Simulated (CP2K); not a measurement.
# GFN2-xTB run of CH7NSSn (SMILES C[S][SnH2][NH2])

What is the vertical ionisation energy of CH7NSSn at GFN2-xTB? 

Program for the calculation: CP2K 2026.2.

2 further runs of the same task are left out: 2 set aside as unsound or not needed.

## Step 1: The system as given

The species is CH7NSSn (11 atoms), meant as a singlet with charge 0. As SMILES, `C[S][SnH2][NH2]`. Geometry: a GFN2-xTB relaxation, a rough one for these elements and not checked as a minimum. This is one conformer, not always the lowest.

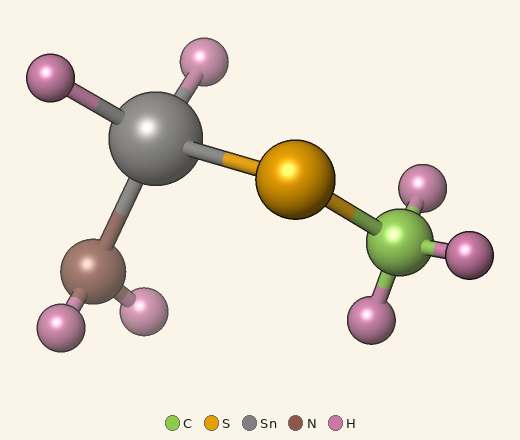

The structure, seen from a chosen angle (carbon green, sulfur amber, tin grey, nitrogen brown, hydrogen pink).

## Step 2: The energy at GFN2-xTB

Input file job.inp:

```
&force_eval
  method QS
  &dft
    charge 0
    multiplicity 1
    # Quickstep
    &qs
      method XTB
      eps_default 1.0E-10
      &xtb
        gfn_type TBLITE
        &tblite
          method GFN2
        &end
        check_atomic_charges F
      &end
    &end
    # no periodic images
    &poisson
      periodic NONE
      poisson_solver ANALYTIC
    &end
    &scf
      scf_guess ATOMIC
      eps_scf 1.0E-07
      max_scf 150
      added_mos 4
      &diagonalization
        algorithm STANDARD
      &end
      &mixing
        method DIRECT_P_MIXING
        alpha 0.4
      &end
    &end
    &print
      &moments
        periodic F
        reference COM
        max_moment 1
      &end
      &mo ON
        energies T
        occupation_numbers T
        ndigits 6
        &each
          qs_scf 0
        &end
        add_last NUMERIC
      &end
      &hirshfeld OFF
      &end
    &end
  &end
  &subsys
    # box in angstrom
    &cell
      abc [angstrom] 15.9 16.6 15.9
      periodic NONE
    &end
    &coord
      C     -1.084560     1.570440    -0.719870
      S      0.249940     1.711130     0.506110
      Sn     0.526800    -0.607840     1.174470
      N      1.115910    -1.828270    -0.318950
      H     -0.735320     1.034850    -1.597100
      H     -1.947920     1.077210    -0.285120
      H     -1.343930     2.587410    -0.992820
      H     -0.917810    -1.293700     1.720390
      H      1.727770    -0.697470     2.336510
      H      1.975420    -1.554130    -0.777850
      H      0.433700    -1.999640    -1.045770
    &end
    &topology
      &center_coordinates
      &end
    &end
  &end
&end

&global
  project job
  run_type ENERGY
  print_level MEDIUM
&end
```

Started as:

```
$ OMP_NUM_THREADS=1 cp2k.psmp -i job.inp > job.out 2>&1
```

The log of the run:

```text
CP2K| version string:                                       CP2K version 2026.2
[...]
 GLOBAL| Method name                                                        CP2K
[...]
 GLOBAL| Run type                                                         ENERGY
[...]
                             - Atoms:                                         11
[...]
                             - Spherical basis functions:                     33
[...]
 Number of electrons:                                                         26
[...]
  *** SCF run converged in    27 steps ***
[...]
  Fermi energy:                                                -0.28515569684863
[...]
 TB_DIPOLE| Moment [Debye]         -0.56852193      -1.56233345      -0.58410530
 TB_DIPOLE| Derivative [a.u.]       0.00000000       0.00000000       0.00000000
[...]
 ENERGY| Total FORCE_EVAL ( QS ) energy [hartree]            -13.956496220838108
[...]
```

Run time: 1.6 s. Hardware: 1 thread of Intel Xeon Platinum 8259CL at 2.50GHz (Skylake/Cascade Lake), shared host; peak memory 0.19 GiB.

## Step 3: The doublet cation, same level

Input file job.inp:

```
&GLOBAL
  PROJECT job
  RUN_TYPE ENERGY
  PRINT_LEVEL MEDIUM
&END GLOBAL
&FORCE_EVAL
  METHOD Quickstep
  &DFT
    CHARGE 1
    MULTIPLICITY 2
    UKS T
    &QS
      METHOD XTB
      EPS_DEFAULT 1.0E-10
      &XTB
        GFN_TYPE TBLITE
        &TBLITE
          METHOD GFN2
        &END TBLITE
        CHECK_ATOMIC_CHARGES F
      &END XTB
    &END QS
    &POISSON
      PERIODIC NONE
      POISSON_SOLVER ANALYTIC
    &END POISSON
    &SCF
      SCF_GUESS ATOMIC
      EPS_SCF 1.0E-07
      MAX_SCF 150
      ADDED_MOS 4
      &DIAGONALIZATION
        ALGORITHM STANDARD
      &END DIAGONALIZATION
      &MIXING
        METHOD DIRECT_P_MIXING
        ALPHA 0.4
      &END MIXING
      &SMEAR ON
        METHOD FERMI_DIRAC
        ELECTRONIC_TEMPERATURE [K] 300
      &END SMEAR
    &END SCF
    &PRINT
      &MOMENTS
        PERIODIC F
        REFERENCE COM
        MAX_MOMENT 1
      &END MOMENTS
      &MO ON
        ENERGIES T
        OCCUPATION_NUMBERS T
        NDIGITS 6
        &EACH
          QS_SCF 0
        &END EACH
        ADD_LAST NUMERIC
      &END MO
      &HIRSHFELD OFF
      &END HIRSHFELD
    &END PRINT
  &END DFT
  &SUBSYS
    &CELL
      ABC [angstrom] 15.9 16.6 15.9
      PERIODIC NONE
    &END CELL
    &COORD
      C     -1.084560     1.570440    -0.719870
      S      0.249940     1.711130     0.506110
      Sn     0.526800    -0.607840     1.174470
      N      1.115910    -1.828270    -0.318950
      H     -0.735320     1.034850    -1.597100
      H     -1.947920     1.077210    -0.285120
      H     -1.343930     2.587410    -0.992820
      H     -0.917810    -1.293700     1.720390
      H      1.727770    -0.697470     2.336510
      H      1.975420    -1.554130    -0.777850
      H      0.433700    -1.999640    -1.045770
    &END COORD
    &TOPOLOGY
      &CENTER_COORDINATES
      &END CENTER_COORDINATES
    &END TOPOLOGY
  &END SUBSYS
&END FORCE_EVAL
```

Started as:

```
$ OMP_NUM_THREADS=1 cp2k.psmp -i job.inp -o job.out
```

The log of the run:

```text
CP2K| version string:                                       CP2K version 2026.2
[...]
 GLOBAL| Method name                                                        CP2K
[...]
 GLOBAL| Run type                                                         ENERGY
[...]
                             - Atoms:                                         11
[...]
                             - Spherical basis functions:                     33
[...]
 Number of electrons:                                                         13
[...]
  *** SCF run converged in   147 steps ***
[...]
  Fermi energy:                                                -0.58258962044755
[...]
 TB_DIPOLE| Moment [Debye]         -1.39484282       1.28357444      -2.73071492
 TB_DIPOLE| Derivative [a.u.]       0.00000000       0.00000000       0.00000000
[...]
 ENERGY| Total FORCE_EVAL ( QS ) energy [hartree]            -13.480478408691217
[...]
```

It took 2.3 s on 1 thread of Intel Xeon Platinum 8259CL at 2.50GHz (Skylake/Cascade Lake), shared host; peak memory 0.19 GiB.

## Step 4: Results

At GFN2-xTB:

```
                                                  quantity         value
                             singlet CH7NSSn: total energy  -13.95650 Eh
singlet CH7NSSn: dipole moment (from atomic charges alone)        1.76 D
                              singlet CH7NSSn: HOMO energy     -10.02 eV
                              singlet CH7NSSn: LUMO energy      -6.86 eV
                            singlet CH7NSSn: HOMO–LUMO gap       3.16 eV
                              doublet cation: total energy  -13.48048 Eh
        doublet cation: HOMO energy (highest over α and β)     -15.95 eV
         doublet cation: LUMO energy (lowest over α and β)     -15.76 eV
        vertical ionisation energy (to the doublet cation)     12.953 eV
```

**Reading.** The vertical ionisation energy comes to 12.95 eV (1250 kJ/mol). No empirical shift is applied, and without it xTB methods put this difference several eV too high. The dipole (singlet CH7NSSn) comes from point charges on the atoms alone, without atomic dipoles, so it is partial.
